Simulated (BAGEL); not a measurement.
**PBr3 (phosphorus tribromide) at RI-MP2/cc-pVDZ (density fitting with cc-pvqz-jkfit)**

What is the energy change on altering one bond length of PBr3 (phosphorus tribromide) at RI-MP2/cc-pVDZ (density fitting with cc-pvqz-jkfit)? 

The calculation is run with BAGEL 1.2.2.

2 further runs of the same task are left out: 2 set aside as unsound or not needed. Runs told in other sessions of the task aren't counted.

## Step 1: Starting point

The species is PBr3 (4 atoms), meant as a singlet with charge 0. As SMILES, `BrP(Br)Br`. Geometry: relaxed at PBE0-D4/def2-TZVP.

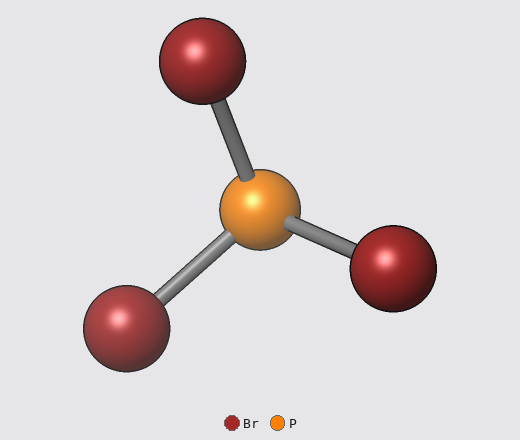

Viewed from a chosen angle; bromine red, phosphorus orange.

## Step 2: The energy at RI-MP2/cc-pVDZ (density fitting with cc-pvqz-jkfit)

job.json reads:

```json
{ "bagel": [

{
  "title": "molecule",
  "basis": "cc-pvdz.json",
  "df_basis": "cc-pvqz-jkfit",
  "angstrom": true,
  "geometry": [
    { "atom": "Br", "xyz": [   -0.187020,    0.461130,    1.938200 ] },
    { "atom": "P", "xyz": [   -0.627950,   -0.405170,   -0.060820 ] },
    { "atom": "Br", "xyz": [    1.282150,   -1.446880,   -0.516700 ] },
    { "atom": "Br", "xyz": [   -0.467180,    1.390910,   -1.360660 ] }
  ]
},
{ "title": "hf", "charge": 0 },
{ "title": "mp2", "charge": 0, "ncore": 32 }

]}
```

The basis set cc-pVDZ is read from a file made from the Basis Set Exchange's data (not shown).

Run with:

```console
$ BAGEL_NUM_THREADS=1 BAGEL job.json > job.out
```

What it wrote:

```text
* using 1 threads per process

  ===============================================================
  ===============================================================

  *** Geometry ***

  { "atom" : "Br", "xyz" : [     -0.353417,      0.871409,      3.662667 ] },
  { "atom" : "P", "xyz" : [     -1.186654,     -0.765660,     -0.114933 ] },
  { "atom" : "Br", "xyz" : [      2.422912,     -2.734207,     -0.976421 ] },
  { "atom" : "Br", "xyz" : [     -0.882842,      2.628439,     -2.571275 ] },

  Number of auxiliary basis functions:      802

  Since a DF basis is specified, we compute 2- and 3-index integrals:
    o Being stored without compression. Storage requirement is 0.063 GB

  Number of basis functions:       99
  Number of electrons      :      120

    * METHOD: MOLECULE                             0.82

  *** RHF ***

  === Nuclear Repulsion ===
   940.4624680214

      * DIIS with orbital gradients will be used.

  === RHF iteration (cc-pvdz.json) ===
      0      -8057.81455241          0.01088182           0.44
      1      -8057.88154899          0.00809439           0.44
      2      -8057.94893373          0.00084546           0.44
      3      -8057.95133416          0.00019149           0.44
      4      -8057.95156099          0.00007580           0.44
      5      -8057.95159981          0.00001865           0.44
      6      -8057.95160082          0.00000337           0.44
      7      -8057.95160086          0.00000134           0.44
      8      -8057.95160087          0.00000045           0.44
      9      -8057.95160087          0.00000017           0.45
     10      -8057.95160087          0.00000006           0.44
     11      -8057.95160087          0.00000002           0.44
     12      -8057.95160087          0.00000001           0.44
    * SCF iteration converged.

    * Permanent dipole moment:
           (    0.210933,     0.135973,     0.020238) a.u.

    * METHOD: HF                                   6.30

  *** RHF ***

  === Nuclear Repulsion ===
   940.4624680214

      * DIIS with orbital gradients will be used.

  === RHF iteration (cc-pvdz.json) ===
      0      -8057.95160087          0.00000000           0.44
    * SCF iteration converged.

    * Permanent dipole moment:
           (    0.210933,     0.135973,     0.020238) a.u.

  === DF-MP2 calculation ===

    * freezing 32 orbitals
    * 3-index integral transformation done
    * assembly done

      MP2 correlation energy:   -0.4981451277      0.15

      MP2 total energy:       -8058.4497459944

    * METHOD: MP2                                  1.05

  ===============================================================
```

Run time: 8.4 s. Hardware: 1 thread of Arm Neoverse V1, shared host; peak memory 0.3 GiB.

## Step 3: The distorted shape

job.json reads:

```json
{ "bagel" : [

{
  "title" : "molecule",
  "basis" : "cc-pvdz.json",
  "df_basis" : "cc-pvqz-jkfit",
  "angstrom" : true,
  "geometry" : [
    { "atom" : "Br", "xyz" : [      -0.473550,       0.617395,       2.006586 ] },
    { "atom" : "P", "xyz" : [      -0.914480,      -0.248905,       0.007566 ] },
    { "atom" : "Br", "xyz" : [       1.282150,      -1.446880,      -0.516700 ] },
    { "atom" : "Br", "xyz" : [      -0.753710,       1.547175,      -1.292274 ] }
  ]
},

{ "title" : "hf" },

{ "title" : "mp2", "ncore" : 32 }

]}
```

The basis set cc-pVDZ is read from a file made from the Basis Set Exchange's data (not shown).

Run with:

```console
$ BAGEL_NUM_THREADS=1 BAGEL job.json > job.out
```

What it wrote:

```text
* using 1 threads per process

  ===============================================================
  ===============================================================

  *** Geometry ***

  { "atom" : "Br", "xyz" : [     -0.894880,      1.166707,      3.791898 ] },
  { "atom" : "P", "xyz" : [     -1.728117,     -0.470362,      0.014298 ] },
  { "atom" : "Br", "xyz" : [      2.422912,     -2.734207,     -0.976421 ] },
  { "atom" : "Br", "xyz" : [     -1.424305,      2.923737,     -2.442044 ] },

  Number of auxiliary basis functions:      802

  Since a DF basis is specified, we compute 2- and 3-index integrals:
    o Being stored without compression. Storage requirement is 0.063 GB

  Number of basis functions:       99
  Number of electrons      :      120

    * METHOD: MOLECULE                             0.82

  *** RHF ***

  === Nuclear Repulsion ===
   897.2832781685

      * DIIS with orbital gradients will be used.

  === RHF iteration (cc-pvdz.json) ===
      0      -8057.76542909          0.01151555           0.45
      1      -8057.83413098          0.00947226           0.45
      2      -8057.93175432          0.00089717           0.45
      3      -8057.93467280          0.00024116           0.45
      4      -8057.93503613          0.00010044           0.45
      5      -8057.93509435          0.00002935           0.45
      6      -8057.93509804          0.00000721           0.45
      7      -8057.93509821          0.00000313           0.45
      8      -8057.93509826          0.00000152           0.45
      9      -8057.93509828          0.00000045           0.45
     10      -8057.93509828          0.00000019           0.45
     11      -8057.93509828          0.00000008           0.45
     12      -8057.93509828          0.00000004           0.45
     13      -8057.93509828          0.00000001           0.45
     14      -8057.93509828          0.00000000           0.45
    * SCF iteration converged.

    * Permanent dipole moment:
           (    0.766804,    -0.317457,    -0.154780) a.u.

    * METHOD: HF                                   7.29

  *** RHF ***

  === Nuclear Repulsion ===
   897.2832781685

      * DIIS with orbital gradients will be used.

  === RHF iteration (cc-pvdz.json) ===
      0      -8057.93509828          0.00000000           0.45
    * SCF iteration converged.

    * Permanent dipole moment:
           (    0.766804,    -0.317457,    -0.154780) a.u.

  === DF-MP2 calculation ===

    * freezing 32 orbitals
    * 3-index integral transformation done
    * assembly done

      MP2 correlation energy:   -0.5010674650      0.16

      MP2 total energy:       -8058.4361657414

    * METHOD: MP2                                  1.07

  ===============================================================
```

Wall time 9.6 s (1 thread of Arm Neoverse V1, shared host); peak memory 0.3 GiB.

## Step 4: Outcome

Level: RI-MP2/cc-pVDZ (density fitting with cc-pvqz-jkfit), 32 core orbitals frozen.

```
                                                          quantity           value
                                         first shape: total energy  -8058.44975 Eh
         first shape: correlation energy (32 core orbitals frozen)      -498.1 mEh
                                     distorted shape: total energy  -8058.43617 Eh
     distorted shape: correlation energy (32 core orbitals frozen)      -501.1 mEh
energy change with the P2–Br3 bond stretched from 2.223 to 2.556 Å        0.370 eV
```

With the P2–Br3 bond stretched from 2.223 to 2.556 Å the energy rises by 0.37 eV (35.7 kJ/mol). The first shape isn't relaxed at this level, so the change isn't measured from a minimum.
